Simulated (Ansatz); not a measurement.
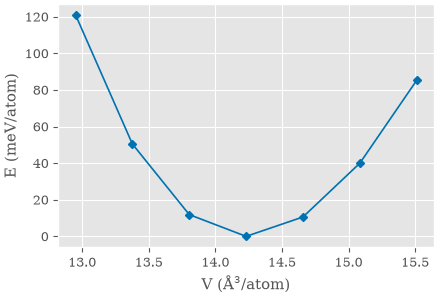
Figure. Ru (bcc (W type), space group No. 229) under volume change, PBE (plane waves, PAW; program Ansatz), scaled uniformly.

Problem. What does a third-order Birch–Murnaghan fit give for V₀, B₀ and B′?

Solution. V₀ = 14.23 Å³/atom, B₀ = 280 GPa, B′ = 4.8.

Space group Im-3m (bcc (W type)). The start of the workflow was typed in or built on a structure type; neither database checked (COD, Materials Project) lists it. It is not the phase usual at ambient conditions (space group No. 194). The PBE relaxation kept the symmetry of its start; whether a distortion lowers the energy is not shown. No spin polarisation was allowed.

Potentials: the earlier of the program's two PAW sets.
